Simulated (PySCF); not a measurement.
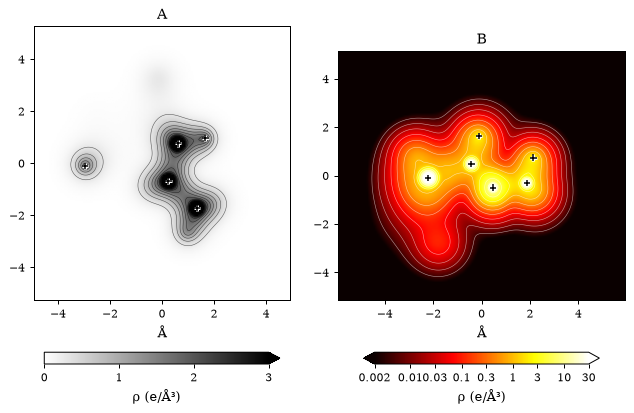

The total electron density of 2 systems, each on a plane through atoms (crosses mark nuclei in the plane).

Theory: PySCF 2.14.0, PBE0/def2-SVPD, SCF density, gas phase.

System 1: CH₈BOPSi, the plane of atoms C1, O2 and B3. Geometry: GFN2-xTB.

```xyz
13

C    -2.2489    0.1709   -0.7651
O    -0.9774   -0.2567   -0.3421
B    -0.5653   -0.3040    0.9215
P     1.1439   -1.0562    1.1605
Si    2.3142    0.0677   -0.3591
H    -2.8879    0.4283    0.0837
H    -2.1259    1.0452   -1.4085
H    -2.7118   -0.6336   -1.3405
H    -1.2444    0.0276    1.8293
H     1.5250   -0.3539    2.2838
H     3.7128   -0.0154    0.0632
H     1.9536    1.4849   -0.5034
H     2.1077   -0.6043   -1.6411
```

System 2: C₃H₁₁PSi₂, the plane of atoms C1, C2 and C3. Geometry: PBE0-D3(BJ)/def2-SVP.

```yaml
atoms:
  - { symbol: C, position_ang: [-0.4368, 2.5011, 0.1668] }
  - { symbol: C, position_ang: [-0.2852, 1.0038, 0.2326] }
  - { symbol: C, position_ang: [0.6802, 0.3107, -0.6777] }
  - { symbol: Si, position_ang: [1.9024, -0.9745, -0.0863] }
  - { symbol: P, position_ang: [-1.1229, -0.0292, -1.0894] }
  - { symbol: Si, position_ang: [-1.5868, -1.9320, 0.0672] }
  - { symbol: H, position_ang: [0.4061, 2.9976, 0.6763] }
  - { symbol: H, position_ang: [-0.4564, 2.8527, -0.8764] }
  - { symbol: H, position_ang: [-1.3688, 2.8292, 0.6502] }
  - { symbol: H, position_ang: [-0.3529, 0.5910, 1.2477] }
  - { symbol: H, position_ang: [1.0973, 0.9627, -1.4594] }
  - { symbol: H, position_ang: [2.2731, -1.9045, -1.1945] }
  - { symbol: H, position_ang: [3.1477, -0.3126, 0.4160] }
  - { symbol: H, position_ang: [1.2975, -1.7589, 1.0324] }
  - { symbol: H, position_ang: [-1.3471, -1.8031, 1.5380] }
  - { symbol: H, position_ang: [-3.0398, -2.2052, -0.1567] }
  - { symbol: H, position_ang: [-0.8082, -3.0959, -0.4590] }
```

Which map belongs to which system?

Answer. Panel A is system 2, C₃H₁₁PSi₂: the plane holds C and H. C–C (1.50 Å): ρ is about 1.7 e/Å³ halfway. Panel B is system 1, CH₈BOPSi: the plane holds C, O, B, P and H. B–O (1.33 Å): ρ at the midpoint is about 2.2 e/Å³.
